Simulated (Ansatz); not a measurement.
Level of theory: PBE (plane waves to 420 eV, PAW; Ansatz, a quantum-chemistry and plane-wave program).

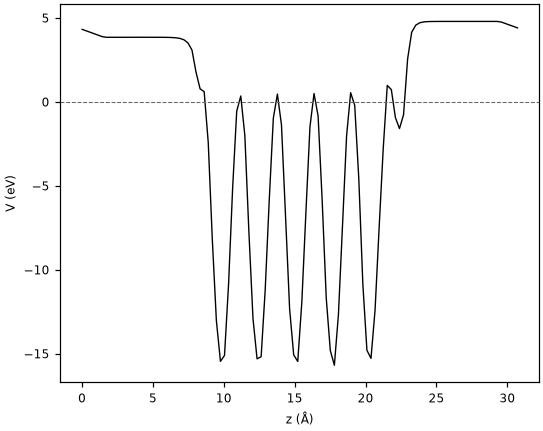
Figure: Planar average of the electrostatic potential across the slab, in eV from the highest filled level, for the (111)A surface of zinc-blende BP, B-terminated, 2x2 with 3 OH on 4 top atoms (bottom of the slab: 3 H on 4 bottom sites)

Model: 49-atom slab, 14.7 Å thick at the start with caps and adatoms, 4x4x1 mesh, Fermi-Dirac 0.025 eV, dipole correction, 8 atoms held, the rest relaxed; no symmetry held; no spin, no spin-orbit, no U. It is one candidate, not shown to be the stable structure of the face.

The vacuum level lies 4.79 eV above the highest filled level over the top face and 3.85 eV above it under the bottom face.
